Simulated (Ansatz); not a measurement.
A series of calculations on SiPNH$_{5}$F

Part 1: Relaxation

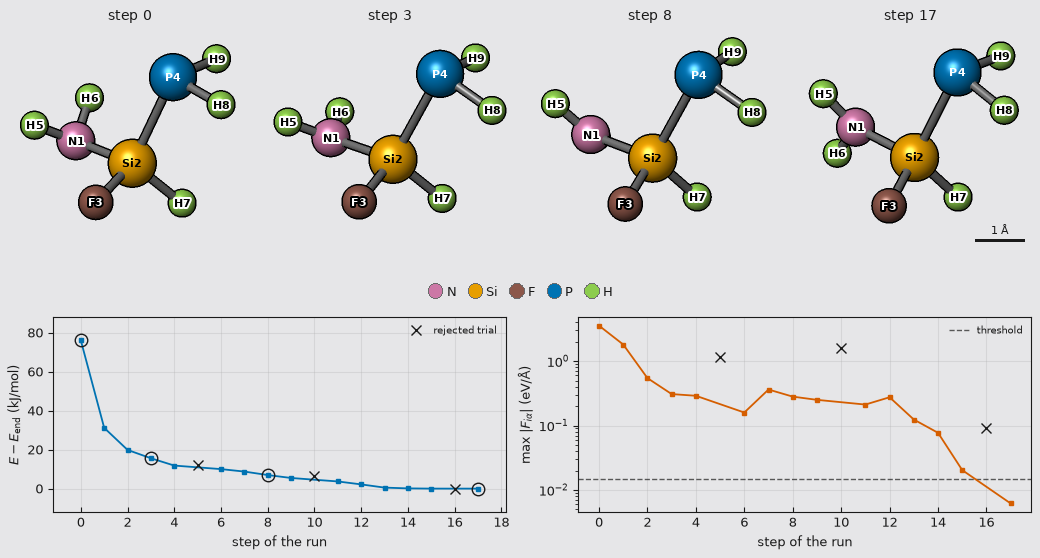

Frames of a relaxation of SiPNH5F, marked on the history of the run. A ball-and-stick model, seen at a tilt.

The run prepares an end point of a later path (torsion) calculation, from a guessed geometry.

Method: Ansatz 0.2.0, RKS r2SCAN/def2-mTZVP. Set-up: no spin polarisation; force threshold 0.015 eV/Å; at most 40 steps.

Q: What happens along the run?

A: The atom that moves furthest after the best rigid fit is H6 (1.35 Å). By element the largest moves are H 1.35 Å, F 0.28 Å, P 0.28 Å, N 0.28 Å, Si 0.13 Å. Some distances before and after: Si2–P4 2.126 → 2.247 Å, N1–Si2 1.631 → 1.704 Å, N1–H6 1.065 → 1.011 Å, N1–H5 1.053 → 1.011 Å. Bond angles that change, for instance: Si2–N1–H5 110.0° → 121.8°, Si2–N1–H6 111.2° → 121.7°, N1–Si2–F3 105.6° → 115.0°. After 14 accepted moves (17 points after the start) the energy has fallen by 76.0 kJ/mol. The largest force component goes from 3.6 to 0.0062 eV/Å. The line search rejected the trial steps at points 5, 10, 16 of the run. From step 0 to 3: H6 moves most (0.48 Å), energy −60.4 kJ/mol. From step 3 to 8: H6 moves most (0.52 Å), energy −8.61 kJ/mol. From step 8 to 17: H6 moves most (0.53 Å), energy −6.97 kJ/mol.

```json
{"step": "0", "E − E(0), kJ/mol": "0.00", "largest force component, eV/Å": "3.5611", "note": ""}
{"step": "1", "E − E(0), kJ/mol": "-44.83", "largest force component, eV/Å": "1.8129", "note": ""}
{"step": "2", "E − E(0), kJ/mol": "-56.15", "largest force component, eV/Å": "0.5454", "note": ""}
{"step": "3", "E − E(0), kJ/mol": "-60.43", "largest force component, eV/Å": "0.3080", "note": ""}
{"step": "4", "E − E(0), kJ/mol": "-64.18", "largest force component, eV/Å": "0.2899", "note": ""}
{"step": "5", "E − E(0), kJ/mol": "-63.75", "largest force component, eV/Å": "1.1488", "note": "rejected"}
{"step": "6", "E − E(0), kJ/mol": "-65.99", "largest force component, eV/Å": "0.1592", "note": ""}
{"step": "7", "E − E(0), kJ/mol": "-67.26", "largest force component, eV/Å": "0.3624", "note": ""}
{"step": "8", "E − E(0), kJ/mol": "-69.04", "largest force component, eV/Å": "0.2812", "note": ""}
{"step": "9", "E − E(0), kJ/mol": "-70.54", "largest force component, eV/Å": "0.2506", "note": ""}
{"step": "10", "E − E(0), kJ/mol": "-69.45", "largest force component, eV/Å": "1.5729", "note": "rejected"}
{"step": "11", "E − E(0), kJ/mol": "-72.32", "largest force component, eV/Å": "0.2117", "note": ""}
{"step": "12", "E − E(0), kJ/mol": "-73.84", "largest force component, eV/Å": "0.2749", "note": ""}
{"step": "13", "E − E(0), kJ/mol": "-75.48", "largest force component, eV/Å": "0.1240", "note": ""}
{"step": "14", "E − E(0), kJ/mol": "-75.88", "largest force component, eV/Å": "0.0771", "note": ""}
{"step": "15", "E − E(0), kJ/mol": "-75.99", "largest force component, eV/Å": "0.0203", "note": ""}
{"step": "16", "E − E(0), kJ/mol": "-75.96", "largest force component, eV/Å": "0.0927", "note": "rejected"}
{"step": "17", "E − E(0), kJ/mol": "-76.00", "largest force component, eV/Å": "0.0062", "note": ""}
```

Part 2: Relaxation

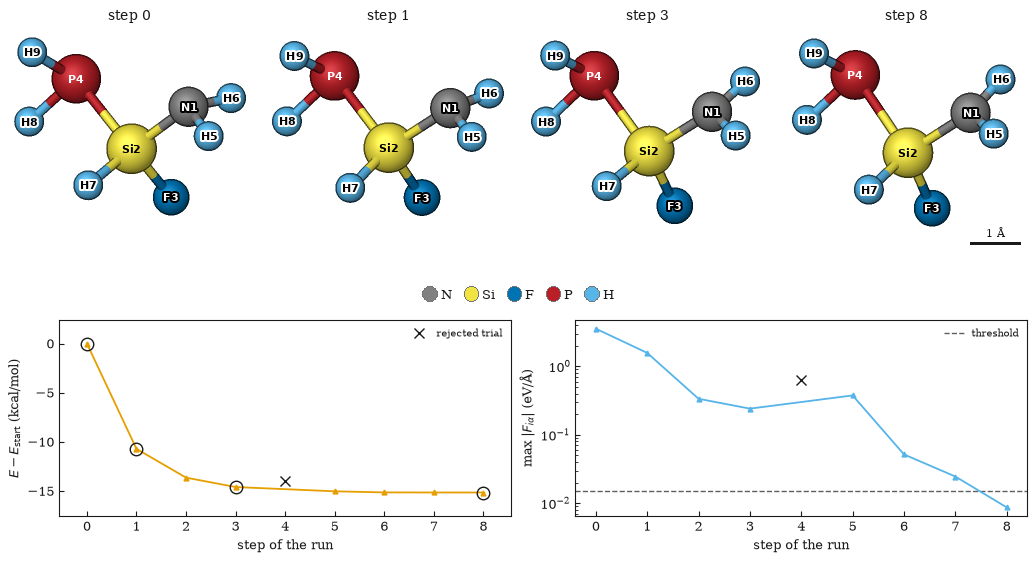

Frames of a relaxation of SiPNH₅F, marked on the history of the run. The picture is a ball-and-stick view, seen at a tilt.

The run prepares an end point of a later path (torsion) calculation, from a guessed geometry.

These are results of RKS r2SCAN/def2-mTZVP in Ansatz 0.2.0, not measurements. Settings: no spin polarisation; force threshold 0.015 eV/Å; at most 40 steps.

Question: Describe the path.

Answer: The energy falls by 15.1 kcal/mol in 7 accepted moves (8 points after the start). The largest force component goes from 3.5 to 0.0087 eV/Å. The line search rejected the trial step at point 4 of the run. The largest move after the best rigid fit is that of H6, 0.44 Å. By element the largest moves are H 0.44 Å, F 0.40 Å, N 0.16 Å, P 0.12 Å, Si 0.08 Å. Among the contacts that change: Si2–P4 2.126 → 2.247 Å, N1–Si2 1.631 → 1.704 Å, N1–H6 1.065 → 1.011 Å, N1–H5 1.053 → 1.011 Å. Among the angles between lasting bonds that change: Si2–N1–H5 110.0° → 121.7°, Si2–N1–H6 111.2° → 121.8°, N1–Si2–F3 105.6° → 115.0°. From step 0 to 1: F3 moves most (0.17 Å), energy −10.7 kcal/mol. From step 1 to 3: H6 moves most (0.28 Å), energy −3.88 kcal/mol. From step 3 to 8: H7 moves most (0.10 Å), energy −0.56 kcal/mol.

```json
{"step": "0", "E − E(0), kcal/mol": "0.00", "largest force component, eV/Å": "3.5498", "note": ""}
{"step": "1", "E − E(0), kcal/mol": "-10.71", "largest force component, eV/Å": "1.5713", "note": ""}
{"step": "2", "E − E(0), kcal/mol": "-13.64", "largest force component, eV/Å": "0.3356", "note": ""}
{"step": "3", "E − E(0), kcal/mol": "-14.59", "largest force component, eV/Å": "0.2408", "note": ""}
{"step": "4", "E − E(0), kcal/mol": "-13.96", "largest force component, eV/Å": "0.6393", "note": "rejected"}
{"step": "5", "E − E(0), kcal/mol": "-15.03", "largest force component, eV/Å": "0.3757", "note": ""}
{"step": "6", "E − E(0), kcal/mol": "-15.14", "largest force component, eV/Å": "0.0516", "note": ""}
{"step": "7", "E − E(0), kcal/mol": "-15.15", "largest force component, eV/Å": "0.0245", "note": ""}
{"step": "8", "E − E(0), kcal/mol": "-15.15", "largest force component, eV/Å": "0.0087", "note": ""}
```

Part 3: Path

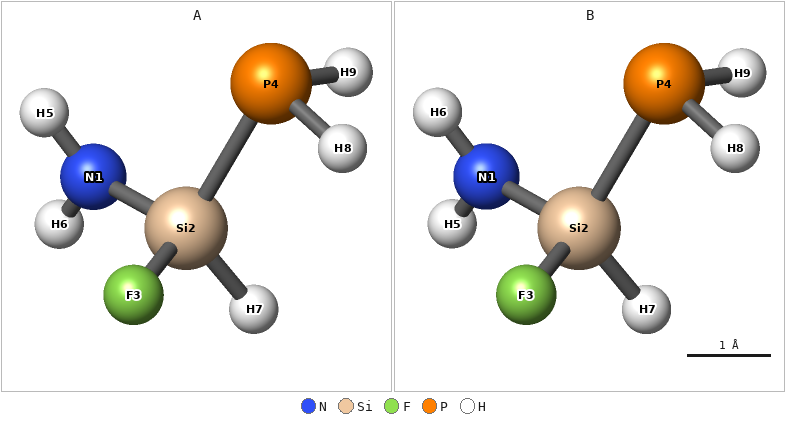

The two relaxed end points of a path for SiPNH₅F. The picture is a ball-and-stick view, seen from a free direction.

Method: RKS r2SCAN/def2-mTZVP in Ansatz 0.2.0.

Run with 5 movable images; climbing image; force threshold 0.05 eV/Å; iteration limit 60.

Start:
```xyz
9

N    -0.2033    1.3478   -0.8019
Si    0.5618    0.0004   -0.0918
F     1.4944   -0.8636   -1.0935
P    -1.0705   -1.4095    0.5395
H    -0.9646    1.2432   -1.4593
H     0.2849    2.2219   -0.9432
H     1.4763    0.5226    0.9501
H    -0.1819   -2.3677    1.1073
H    -1.3085   -0.7416    1.7758
```

End:
```xyz
9

N    -0.2040    1.3470   -0.8020
Si    0.5630    0.0013   -0.0906
F     1.4957   -0.8629   -1.0921
P    -1.0710   -1.4068    0.5395
H     0.2831    2.2215   -0.9445
H    -0.9645    1.2404   -1.4601
H     1.4770    0.5245    0.9513
H    -0.1849   -2.3695    1.1034
H    -1.3059   -0.7420    1.7781
```

> Predict the minimum-energy path and its barrier.

The barrier is about 18.0 kJ/mol in both directions, with image 3 at the top; the ends have the same energy. The motion is a rotation about the N1–Si2 bond. No bond forms or breaks between the ends. Bond angles that change up to the highest image, for instance: N1–Si2–F3 115.0° → 105.5°, N1–Si2–H7 106.9° → 113.4°. The band converged in 20 iterations, with a climbing image at the top. At the top, the vibrational analysis gives one imaginary mode (206i cm⁻¹), as a transition state must have.

Energies of the converged images:

```tsv
image	path (Å)	E (kJ/mol)
0	0.00	0.0
1	0.72	5.9
2	1.44	14.0
3	2.15	18.0
4	2.80	14.2
5	3.45	4.8
6	4.10	0.0
```

The geometry at the top of the path:

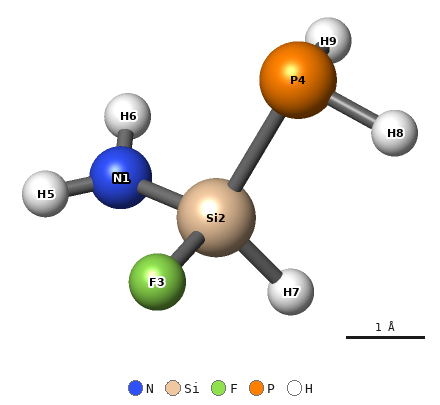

The run took 100 s on 2 threads of AMD EPYC 9R45 96-Core Processor (Zen 5) (shared host), peak memory 0.18 GiB.
